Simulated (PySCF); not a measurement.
## Electronic structure of C₇H₁₅FSi in real space

Input file:

```
{"job": {"kind": "nmr", "xc": "PBE0", "basis": "pcSseg-1"}, "charge": 0, "multiplicity": 1}
C     -3.265878    -0.445013     0.513078
C     -1.860791     0.143782     0.538705
C     -1.011002    -0.374936    -0.627611
C      0.369725     0.232974    -0.623007
C      0.492421     1.413785    -1.537315
C      1.386161    -0.198660     0.128878
Si     3.109647     0.593088     0.162536
C      1.253071    -1.381989     1.042105
F      2.382004    -2.175047     0.979322
H     -3.228386    -1.529280     0.593720
H     -3.857318    -0.059336     1.340082
H     -3.770074    -0.189411    -0.416485
H     -1.371576    -0.108179     1.482013
H     -1.923122     1.232813     0.479852
H     -0.960978    -1.464614    -0.573751
H     -1.510007    -0.117266    -1.564359
H      1.446999     1.918185    -1.430053
H     -0.308510     2.125214    -1.336863
H      0.389509     1.085814    -2.572129
H      3.746972     0.441629    -1.147832
H      3.919430    -0.040663     1.198478
H      2.977121     2.018970     0.494115
H      1.168042    -1.062411     2.088588
H      0.414805    -2.039687     0.795488
```

Launched as:

```sh
OMP_NUM_THREADS=1 python probes_run.py task.json out
```

Geometry: GFN2-xTB.

These are results of PBE0/pcSseg-1, SCF density, gas phase, non-relativistic (PySCF), not measurements.

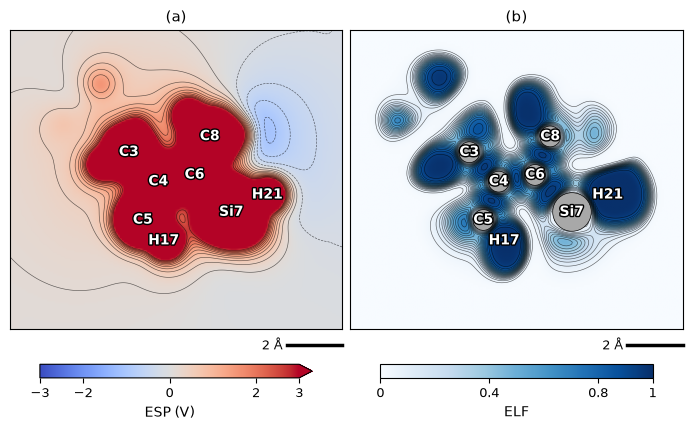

Figure 1. (a) electrostatic potential; (b) ELF on the plane of atoms Si7, C6 and C8. Grey discs cover the atomic cores in the ELF map.

What do the fields say about this system?

Answer. The plane passes through C, Si and H nuclei. C–C (1.34 Å): the ELF peaks at about 0.90 between the atoms (a multiple bond). C–Si (1.90 Å): the ELF peaks at about 0.95 between the atoms (localised, covalent bonding). C–H (1.08 Å): the ELF climbs to about 1 towards the hydrogen, as it does in any bond to H; an ordinary covalent bond to hydrogen. C–C (1.50 Å): the ELF peaks at about 0.95 between the atoms; localised, covalent bonding. Si–H (1.46 Å): the ELF climbs to about 1 towards the hydrogen. Outside the dense part of the molecule the potential is most negative (−1.1 V) near F9, which lies off the plane.

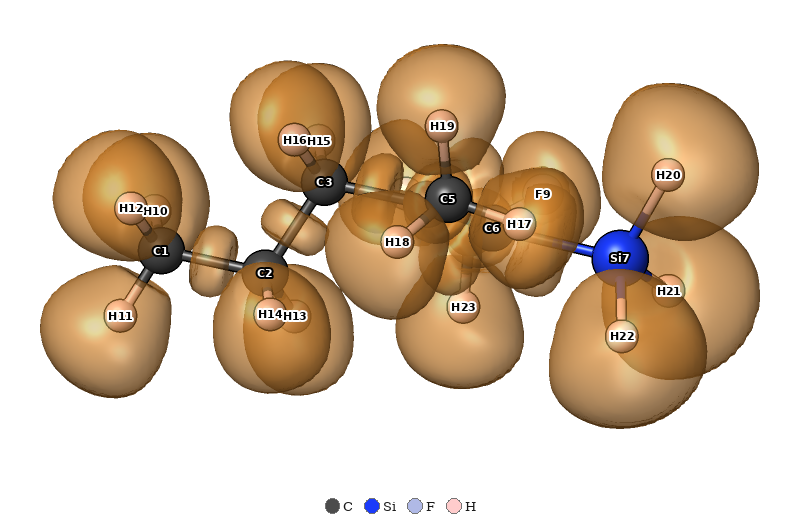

Figure 2. Isosurface of the electron localisation function at 0.75 (orange), seen from one side. Only the valence region is drawn (cores and ρ < 0.01 e/Å³ removed).

Describe the localisation domains.

Answer. At this value the surface marks out six regions between bonded C–C atoms (shared pairs), one region between bonded C–Si atoms (shared pairs), 15 regions around hydrogen nuclei and one region on F in which the atom's valence shell and bonds are merged. Along the contacts the grid gives the following. C–F (1.38 Å): the ELF peaks at about 0.85 between the atoms, as expected for a polar covalent bond.

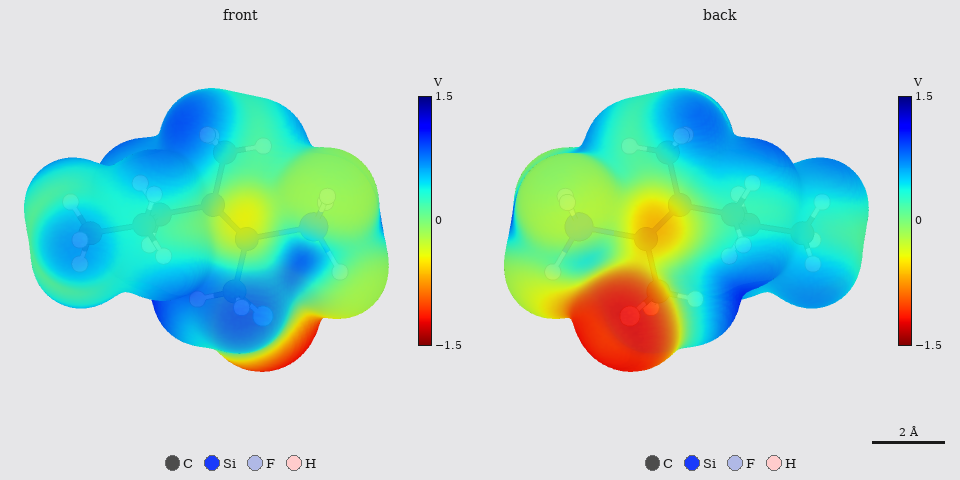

Figure 3. The molecular electrostatic potential painted on the density surface at 0.002 e/bohr³, seen from the front and from behind; the colour scale runs from red (negative) to blue (positive).

Where is the surface potential most negative and most positive?

Answer. The most negative region (about −1.2 V) lies over F9, the most positive (about +1.0 V) over H15 and H24.

How polar is the molecule by this calculation?

Answer. Its dipole moment is 2.85 D.
